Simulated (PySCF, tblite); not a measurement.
# CuH₄O₄−: changes of charge, part 2 of 2

tblite 0.8.0 and PySCF 2.14.0. Atoms count from 0. The steps go on from the part before.

## 9. Optimising the geometry with GFN2-xTB

This step treats CuH₄O₄ (-2) (doublet).

What the job is given:

```
{"job": {"kind": "relax", "xc": "GFN2-xTB", "basis": "xTB"}, "charge": -2, "multiplicity": 2}
Cu     0.019000    -0.004800    -0.011600
O      1.827200     0.337500    -0.142100
H      2.177300    -0.603700    -0.123700
O     -0.327700     1.855300    -0.034700
H      0.595200     2.157600    -0.059400
O     -1.843400    -0.328000     0.098600
H     -2.154100     0.604400     0.102500
O      0.342100    -1.829000     0.005400
H     -0.584000    -2.165700     0.054800
```

What it wrote:

```text
step      E/eV     max force
  0    -610.19392    2.637
  1    -610.39817    1.339
  2    -610.52461    1.073
  3    -610.62512    0.239
  4    -610.63037    0.198
  5    -610.63492    0.186
  6    -610.64320    0.206
  7    -610.65173    0.188
  8    -610.65743    0.262
  9    -610.66006    0.225
 10    -610.66149    0.126
 11    -610.66208    0.041
 12    -610.66224    0.019
 13    -610.66227    0.017
 14    -610.66229    0.015
 15    -610.66232    0.010
 16    -610.66234    0.009
 17    -610.68618    0.438
 18    -610.69521    0.235
 19    -610.69797    0.190
 20    -610.70543    0.093
 21    -610.70596    0.088
 22    -610.70873    0.161
 23    -610.71402    0.283
 24    -610.76638    0.354
 25    -610.70173    0.448
 26    -610.76461    0.410
 27    -610.70938    1.488
 28    -610.78311    0.209
 29    -610.78959    0.130
 30    -610.79528    0.415
 31    -610.79832    0.318
 32    -610.80620    0.198
 33    -610.81690    0.307
 34    -610.82511    0.113
 35    -610.82645    0.187
 36    -610.82728    0.199
 37    -610.82889    0.201
 38    -610.82982    0.198
 39    -610.83178    0.192
 40    -610.83350    0.149
 41    -610.83457    0.073
 42    -610.83493    0.065
 43    -610.83544    0.083
 44    -610.83647    0.109
 45    -610.83855    0.141
 46    -610.84172    0.179
 47    -610.84520    0.200
 48    -610.84783    0.162
 49    -610.84989    0.116
 50    -610.85155    0.080
 51    -610.85269    0.120
 52    -610.85370    0.135
 53    -610.85477    0.101
 54    -610.85537    0.086
 55    -610.85527    0.090
 56    -610.85594    0.052
 57    -610.85614    0.044
 58    -610.85675    0.056
 59    -610.85732    0.054
 60    -610.85792    0.044
 61    -610.85821    0.053
 62    -610.85842    0.052
 63    -610.85873    0.048
 64    -610.85911    0.046
 65    -610.85942    0.033
 66    -610.85955    0.030
 67    -610.85960    0.021
 68    -610.85964    0.016
 69    -610.85968    0.014
 70    -610.85971    0.016
 71    -610.85974    0.017
 72    -610.85975    0.023
 73    -610.85978    0.028
 74    -610.85984    0.032
 75    -610.85991    0.031
 76    -610.85997    0.024
 77    -610.86001    0.017
 78    -610.86004    0.016
 79    -610.86006    0.017
 80    -610.86010    0.019
 81    -610.86013    0.016
 82    -610.86014    0.013
 83    -610.86015    0.008
```

Run time: 0.06 s. Hardware: 1 thread of Arm Neoverse V1, shared host.

Relaxation path: (not every step is listed)

| step | energy from step 0 (eV) | largest force (eV/Å) |
| --- | --- | --- |
| 0 | 0.0000 | 2.6367 |
| 1 | -0.2043 | 1.3390 |
| 2 | -0.3307 | 1.0725 |
| 3 | -0.4312 | 0.2393 |
| 4 | -0.4364 | 0.1981 |
| 5 | -0.4410 | 0.1861 |
| 6 | -0.4493 | 0.2056 |
| 7 | -0.4578 | 0.1878 |
| 8 | -0.4635 | 0.2624 |
| 15 | -0.4684 | 0.0101 |
| 22 | -0.5148 | 0.1610 |
| 29 | -0.5957 | 0.1302 |
| 36 | -0.6334 | 0.1994 |
| 43 | -0.6415 | 0.0832 |
| 50 | -0.6576 | 0.0800 |
| 57 | -0.6622 | 0.0443 |
| 64 | -0.6652 | 0.0458 |
| 71 | -0.6658 | 0.0168 |
| 78 | -0.6661 | 0.0164 |
| 79 | -0.6661 | 0.0171 |
| 80 | -0.6662 | 0.0186 |
| 81 | -0.6662 | 0.0163 |
| 82 | -0.6662 | 0.0135 |
| 83 | -0.6662 | 0.0079 |

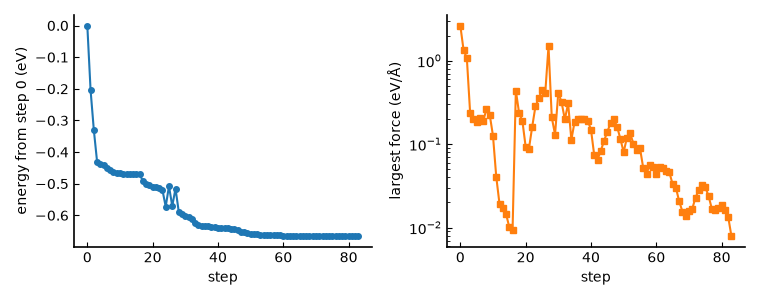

Energy and force, step by step.

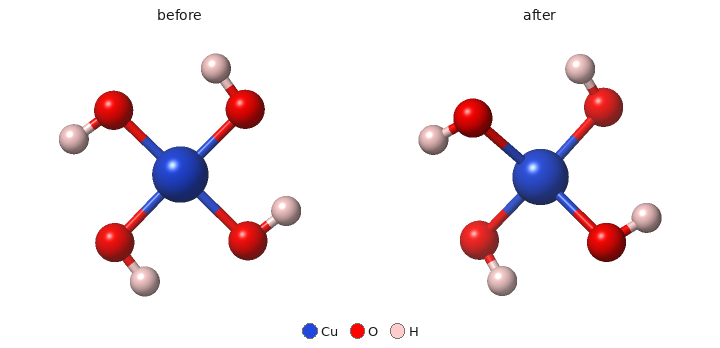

The geometry before (left) and after (right).

Close pairs (by a distance rule), those that changed most:

| bond | before (Å) | after (Å) | change (Å) |
| --- | --- | --- | --- |
| Cu0–O1 | 1.845 | 1.968 | +0.123 |
| Cu0–O7 | 1.853 | 1.973 | +0.120 |
| Cu0–O3 | 1.892 | 1.971 | +0.079 |
| Cu0–O5 | 1.893 | 1.969 | +0.075 |
| O1–H2 | 1.004 | 0.962 | -0.043 |
| O7–H8 | 0.987 | 0.962 | -0.025 |
| O5–H6 | 0.983 | 0.962 | -0.021 |
| O3–H4 | 0.971 | 0.962 | -0.009 |

The next job starts from the end point, and lists it.

## 10. Vibrational analysis with GFN2-xTB

What the job is given:

```
{"job": {"kind": "ir", "xc": "GFN2-xTB", "basis": "xTB"}, "charge": -2, "multiplicity": 2}
Cu     0.005038     0.002846    -0.006029
O      1.853208     0.298927     0.601809
H      2.233665    -0.531641     0.300931
O     -0.332115     1.795507    -0.753881
H      0.518020     2.196246    -0.548101
O     -1.743379    -0.269049     0.856983
H     -2.160937     0.553614     0.584625
O      0.240834    -1.812072    -0.742718
H     -0.566827    -2.208998    -0.402861
```

What it wrote:

```text
mode    cm-1     km/mol
  1      91.4      0.00
  2     121.2      0.23
  3     149.9      0.03
  4     153.1      2.32
  5     153.7      2.60
  6     239.1     17.95
  7     239.3      0.41
  8     270.7     16.94
  9     271.6     16.99
 10     337.7    380.05
 11     358.6    198.10
 12     361.4    196.23
 13     395.4      0.03
 14     756.4    129.86
 15     807.5     11.95
 16     810.4    161.96
 17     812.1    163.89
 18    3607.0      6.54
 19    3609.4      2.51
 20    3610.8     63.09
 21    3612.9     66.44
ZPE 124.230  H(298)-E 152.501  G(298)-E 35.628 kJ/mol  S 391.99 J/(mol K)
```

Wall time 0.2 s (1 thread of Arm Neoverse V1, shared host).

Which atoms move in the most intense modes:

| cm⁻¹ | km/mol | atoms |
| --- | --- | --- |
| 338 | 380.1 | H4 20 %, H6 19 %, H2 18 %, H8 17 % |
| 359 | 198.1 | Cu0 33 %, O7 29 %, O3 28 % |
| 361 | 196.2 | Cu0 33 %, O5 29 %, O1 29 % |
| 756 | 129.9 | H8 24 %, H2 23 %, H4 22 %, H6 21 % |
| 810 | 162.0 | H4 56 %, H8 28 % |
| 812 | 163.9 | H6 54 %, H2 32 % |
| 3611 | 63.1 | H8 74 %, H4 20 % |
| 3613 | 66.4 | H2 64 %, H6 30 % |

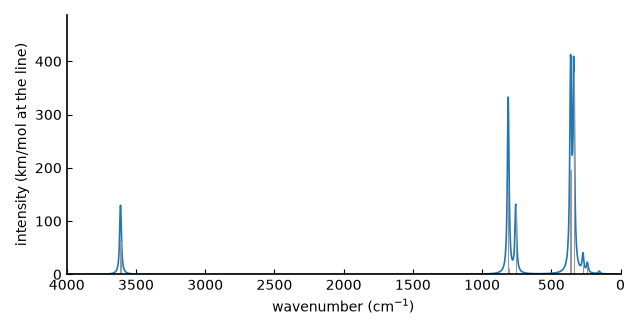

The infrared spectrum from these modes, unscaled. Lines are broadened to a width of 14 cm⁻¹ (Lorentzian).

## 11. Relaxing the molecule at BP86-D3(BJ)/ma-def2-SVP

This step treats CuH₄O₄ (-2) (doublet).

The job, as its differences from that of step 10:

```diff
@@ -1,2 +1,2 @@
-{"job": {"kind": "ir", "xc": "GFN2-xTB", "basis": "xTB"}, "charge": -2, "multiplicity": 2}
+{"job": {"xc": "BP86", "basis": "ma-def2-SVP", "d3": "d3bj", "grid": 1, "kind": "geom"}, "charge": -2, "multiplicity": 2}
 Cu     0.005038     0.002846    -0.006029
```

What it wrote:

```text
step   0  E = -1943.62018264  max force = 0.016479
step   1  E = -1943.62638107  max force = 0.004642
step   2  E = -1943.63003990  max force = 0.002197
step   3  E = -1943.63237702  max force = 0.001486
step   4  E = -1943.63282306  max force = 0.000976
step   5  E = -1943.63295210  max force = 0.000541
step   6  E = -1943.63302117  max force = 0.000585
step   7  E = -1943.63304397  max force = 0.000460
step   8  E = -1943.63305109  max force = 0.000231
optimisation converged
```

Run time: 3.3 min. Hardware: 1 thread of Arm Neoverse V1, shared host.

Relaxation path:

| step | energy from step 0 (eV) | largest force component (eV/Å) |
| --- | --- | --- |
| 0 | 0.0000 | 0.8474 |
| 1 | -0.1687 | 0.2387 |
| 2 | -0.2682 | 0.1130 |
| 3 | -0.3318 | 0.0764 |
| 4 | -0.3440 | 0.0502 |
| 5 | -0.3475 | 0.0278 |
| 6 | -0.3494 | 0.0301 |
| 7 | -0.3500 | 0.0237 |
| 8 | -0.3502 | 0.0119 |

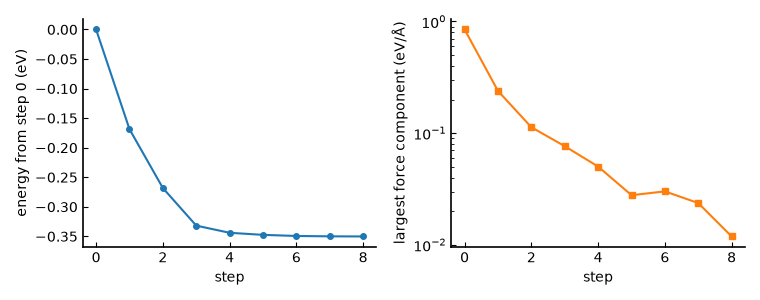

Energy and largest force along the relaxation.

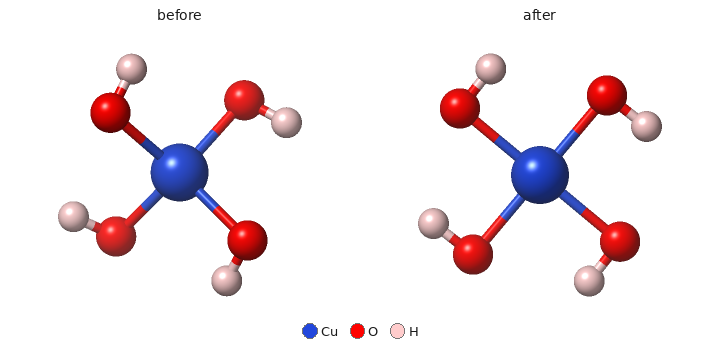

The geometry before (left) and after (right).

Distances of close pairs at the start and the end, largest changes first:

| bond | before (Å) | after (Å) | change (Å) |
| --- | --- | --- | --- |
| Cu0–O1 | 1.968 | 2.028 | +0.060 |
| Cu0–O5 | 1.969 | 2.028 | +0.059 |
| Cu0–O3 | 1.971 | 2.030 | +0.059 |
| Cu0–O7 | 1.973 | 2.031 | +0.058 |
| O1–H2 | 0.962 | 0.979 | +0.017 |
| O7–H8 | 0.962 | 0.979 | +0.017 |
| O5–H6 | 0.962 | 0.979 | +0.017 |
| O3–H4 | 0.962 | 0.979 | +0.016 |

The end geometry stands in the next job.

| at the end point | value |
| --- | --- |
| point group (found at 0.08 Å tolerance) | C4h |
| rotational constants (GHz, main isotopes) | 3.563, 3.544, 1.777 |
| ⟨S²⟩ | 0.752 |

## 12. Single point (CuH₄O₄−): wB97X-D3(BJ)/ma-def2-SVP

Geometry: BP86-D3(BJ)/ma-def2-SVP, that of another charge or spin state.

What the job is given:

```
{"job": {"kind": "sp", "xc": "wB97X", "basis": "ma-def2-SVP", "d3": "d3bj", "grid": 2}, "charge": -1, "multiplicity": 1}
Cu     0.006439     0.002660    -0.007931
O      1.979392     0.433437    -0.190408
H      2.220087    -0.514999    -0.199397
O     -0.419469     1.987737     0.014747
H      0.524631     2.224197    -0.087183
O     -1.966600    -0.428060     0.178160
H     -2.207424     0.520403     0.173486
O      0.432049    -1.982965    -0.034883
H     -0.513959    -2.217245     0.053904
```

What it wrote:

```text
coarse grid: 38048 points
cycle   1  E = -1941.9387281499  dE =  3.317e-01  |g| = 3.063e+00  |ddm| = 3.168e+00
cycle   2  E = -1940.0321457673  dE =  1.907e+00  |g| = 4.015e+00  |ddm| = 9.269e+00
cycle   3  E = -1943.3560858042  dE = -3.324e+00  |g| = 4.845e-01  |ddm| = 7.764e+00
cycle   4  E = -1943.3986286703  dE = -4.254e-02  |g| = 8.776e-02  |ddm| = 3.666e-01
cycle   5  E = -1943.3995122633  dE = -8.836e-04  |g| = 7.903e-02  |ddm| = 1.575e-01
cycle   6  E = -1943.4000414816  dE = -5.292e-04  |g| = 4.912e-02  |ddm| = 4.086e-02
cycle   7  E = -1943.4003577144  dE = -3.162e-04  |g| = 1.892e-02  |ddm| = 5.194e-02
cycle   8  E = -1943.4004074618  dE = -4.975e-05  |g| = 6.878e-03  |ddm| = 1.848e-02
cycle   9  E = -1943.4004166194  dE = -9.158e-06  |g| = 1.345e-03  |ddm| = 1.046e-02
final grid: 79360 points
cycle  10  E = -1943.4004003646  dE = -5.198e-07  |g| = 2.515e-03  |ddm| = 3.579e-03
cycle  11  E = -1943.4003967823  dE =  3.582e-06  |g| = 5.959e-03  |ddm| = 5.703e-03
cycle  12  E = -1943.4004020201  dE = -5.238e-06  |g| = 4.868e-04  |ddm| = 3.974e-03
cycle  13  E = -1943.4004022464  dE = -2.263e-07  |g| = 3.979e-04  |ddm| = 8.280e-04
cycle  14  E = -1943.4004027168  dE = -4.704e-07  |g| = 1.205e-04  |ddm| = 3.272e-03
cycle  15  E = -1943.4004027218  dE = -4.914e-09  |g| = 4.872e-05  |ddm| = 2.171e-04
converged SCF energy = -1943.4004027218
```

Wall time 5.4 s (1 thread of Arm Neoverse V1, shared host).

## 13. Single point (CuH₄O₄ (-2) (doublet)): wB97X-D3(BJ)/ma-def2-SVP

Geometry: BP86-D3(BJ)/ma-def2-SVP.

The job, as its differences from that of step 12:

```diff
@@ -1,2 +1,2 @@
-{"job": {"kind": "sp", "xc": "wB97X", "basis": "ma-def2-SVP", "d3": "d3bj", "grid": 2}, "charge": -1, "multiplicity": 1}
+{"job": {"kind": "sp", "xc": "wB97X", "basis": "ma-def2-SVP", "d3": "d3bj", "grid": 2}, "charge": -2, "multiplicity": 2}
 Cu     0.006439     0.002660    -0.007931
```

What it wrote:

```text
final grid: 79360 points
cycle   1  E = -1940.9825919602  dE =  2.287e+00  |g| = 2.420e+00  |ddm| = 1.244e+01
cycle   2  E = -1940.0176085202  dE =  9.650e-01  |g| = 2.616e+00  |ddm| = 1.480e+01
cycle   3  E = -1943.2235160928  dE = -3.206e+00  |g| = 5.461e-01  |ddm| = 6.935e+00
cycle   4  E = -1943.3019631168  dE = -7.845e-02  |g| = 3.921e-01  |ddm| = 7.149e-01
cycle   5  E = -1943.3518683040  dE = -4.991e-02  |g| = 1.360e-01  |ddm| = 2.577e-01
cycle   6  E = -1943.3625850230  dE = -1.072e-02  |g| = 2.185e-02  |ddm| = 1.637e-01
cycle   7  E = -1943.3632588654  dE = -6.738e-04  |g| = 3.136e-02  |ddm| = 4.848e-02
cycle   8  E = -1943.3635144004  dE = -2.555e-04  |g| = 2.434e-02  |ddm| = 2.664e-02
cycle   9  E = -1943.3637926752  dE = -2.783e-04  |g| = 4.672e-03  |ddm| = 5.150e-02
cycle  10  E = -1943.3638059345  dE = -1.326e-05  |g| = 1.776e-03  |ddm| = 1.368e-02
cycle  11  E = -1943.3638080136  dE = -2.079e-06  |g| = 5.135e-04  |ddm| = 3.303e-03
cycle  12  E = -1943.3638095750  dE = -1.561e-06  |g| = 3.524e-04  |ddm| = 2.877e-03
cycle  13  E = -1943.3638106400  dE = -1.065e-06  |g| = 2.304e-04  |ddm| = 2.585e-03
cycle  14  E = -1943.3638111467  dE = -5.066e-07  |g| = 1.395e-04  |ddm| = 2.406e-03
cycle  15  E = -1943.3638112170  dE = -7.029e-08  |g| = 6.425e-05  |ddm| = 8.867e-04
cycle  16  E = -1943.3638112266  dE = -9.657e-09  |g| = 4.050e-05  |ddm| = 3.043e-04
converged SCF energy = -1943.3638112266
```

Run time: 82 s. Hardware: 1 thread of Arm Neoverse V1, shared host.

## 14. Single point (CuH4O4 (-2) (doublet)): wB97X-D3(BJ)/ma-def2-SVP in dimethylsulfoxide

Geometry: BP86-D3(BJ)/ma-def2-SVP.

The job, as its differences from that of step 13:

```diff
@@ -1,2 +1,2 @@
-{"job": {"kind": "sp", "xc": "wB97X", "basis": "ma-def2-SVP", "d3": "d3bj", "grid": 2}, "charge": -2, "multiplicity": 2}
+{"job": {"kind": "sp", "xc": "wB97X", "basis": "ma-def2-SVP", "d3": "d3bj", "grid": 2, "solvent": "dimethylsulfoxide"}, "charge": -2, "multiplicity": 2}
 Cu     0.006439     0.002660    -0.007931
```

What it wrote:

```text
final grid: 79360 points
cycle   1  E = -1943.6993510210  dE = -1.663e-03  |g| = 2.533e-02  |ddm| = 2.352e-01
cycle   2  E = -1943.6994077018  dE = -5.668e-05  |g| = 2.468e-02  |ddm| = 4.859e-02
cycle   3  E = -1943.6996359484  dE = -2.282e-04  |g| = 3.827e-03  |ddm| = 1.884e-02
cycle   4  E = -1943.6996430366  dE = -7.088e-06  |g| = 2.794e-03  |ddm| = 9.107e-03
cycle   5  E = -1943.6996464343  dE = -3.398e-06  |g| = 3.978e-04  |ddm| = 4.339e-03
cycle   6  E = -1943.6996466584  dE = -2.242e-07  |g| = 1.353e-04  |ddm| = 1.153e-03
cycle   7  E = -1943.6996467064  dE = -4.796e-08  |g| = 7.283e-05  |ddm| = 4.667e-04
cycle   8  E = -1943.6996467413  dE = -3.488e-08  |g| = 4.696e-05  |ddm| = 4.169e-04
cycle   9  E = -1943.6996467590  dE = -1.771e-08  |g| = 3.938e-05  |ddm| = 3.330e-04
cycle  10  E = -1943.6996467671  dE = -8.112e-09  |g| = 2.005e-05  |ddm| = 2.755e-04
converged SCF energy = -1943.6996467671
```

Run time: 8.2 s. Hardware: 1 thread of Arm Neoverse V1, shared host.

## 15. Changes of charge: wB97X-D3(BJ)/ma-def2-SVP

This step combines the energies above: geometries from BP86-D3(BJ)/ma-def2-SVP, zero-point and thermal terms from GFN2-xTB.

What the job is given:

```
{"job": {"kind": "rx", "dirs": [-1], "deep": 3, "geom": {"xc": "BP86", "basis": "ma-def2-SVP", "d3": "d3bj", "grid": 1}, "level": {"xc": "wB97X", "basis": "ma-def2-SVP", "d3": "d3bj", "solvents": ["dimethylsulfoxide"]}}, "charge": -1, "multiplicity": 1}
Cu     0.002761     0.001342    -0.006290
O      1.837978     0.328867    -0.119060
H      2.159880    -0.596051    -0.126879
O     -0.325166     1.840680    -0.014096
H      0.598444     2.161454    -0.070784
O     -1.832377    -0.326247     0.107409
H     -2.154488     0.598610     0.113469
O      0.330643    -1.838016     0.000381
H     -0.593017    -2.158833     0.056003
```

Output (the driver's rows laid out field by field):

```text
ionisation and electron attachment, wB97X-D3(BJ)/ma-def2-SVP // BP86-D3(BJ)/ma-def2-SVP

row 1
  change                  reduction
  charge                  -2
  multiplicity            2
  vertical_ev             -2.4657
  vertical_s2             0.753
  formula                 CuH4O4
  kept                    yes
  pieces                  1
  point_group             C4h
  adiabatic_electronic_ev -1.9798
  adiabatic_ev            -1.828
  free_energy_ev          -1.7352
  s2                      0.753
  bonds_moved             0 7 1.868 2.031; 0 3 1.868 2.03; 0 5 1.868 2.028; 0 1 1.868 2.028
  spin_on                 0 Cu 0.657; 3 O 0.088; 7 O 0.088; 1 O 0.088
  charge_moved            7 O -0.181; 3 O -0.181; 5 O -0.18; 1 O -0.18
  vertical_back_ev        -0.9957
  relaxation_parent_ev    0.984
  relaxation_ion_ev       0.486
  reorganisation_ev       1.47
  solution                solvent dimethylsulfoxide, absolute_potential_v 4.7594, solvation_parent_kj -255.11, solvation_ion_kj -881.74
```

Run time: 7.7 min. Hardware: 1 thread of Arm Neoverse V1, shared host.

Energy taken up on oxidation, or given off on reduction (eV; adiabatic with zero-point energy):

| change | product | vertical | adiabatic | free energy | reorganisation | ⟨S²⟩ |
| --- | --- | --- | --- | --- | --- | --- |
| reduction (multiplicity 2) | CuH4O4 | -2.47 | -1.83 | -1.74 | 1.47 | 0.75 |

On reduction to multiplicity 2 charge changes most on O7 (-0.18 e), O3 (-0.18 e), O5 (-0.18 e); the spin sits on Cu0 (0.66), O3 (0.09), O7 (0.09); the bond Cu0–O7 goes from 1.868 to 2.031 Å; the absolute potential is 4.76 V in dimethylsulfoxide.

## 16. Outcome

The summary covers parts 1 to 2.

```
                                                         quantity                                                                          value
                        strongest single infrared mode (GFN2-xTB)                                                           451 cm⁻¹, 581 km/mol
                                     zero-point energy (GFN2-xTB)                                                                  33.2 kcal/mol
                                                      point group                                                                            C4h
                             rotational constants (main isotopes)                                                           4.15, 4.15, 2.08 GHz
energy given off on adding an electron (wB97X-D3(BJ)/ma-def2-SVP)  vertical -2.47 eV, adiabatic -1.83 eV (unbound: the value hangs on the basis)
```

What this shows: All 21 modes are real, so the xTB geometry is a minimum. The strongest single mode, at 451 cm⁻¹, has its largest shares on H4, H8, H2 and H6 (the list is cut at 4 atoms). Unscaled tight-binding wavenumbers are off by several per cent, some by more. Its intensities can rank the bands wrongly. Relaxing lowered the energy by 0.511 eV in 7 steps; the close pair that moved most is Cu0–O1, from 1.757 to 1.868 Å (BP86/ma-def2-SVP). At wB97X-D3(BJ)/ma-def2-SVP, relaxation with the zero-point term after reduction moves the energy given off from -2.47 eV (vertical) to -1.83 eV (adiabatic, with zero-point energy).
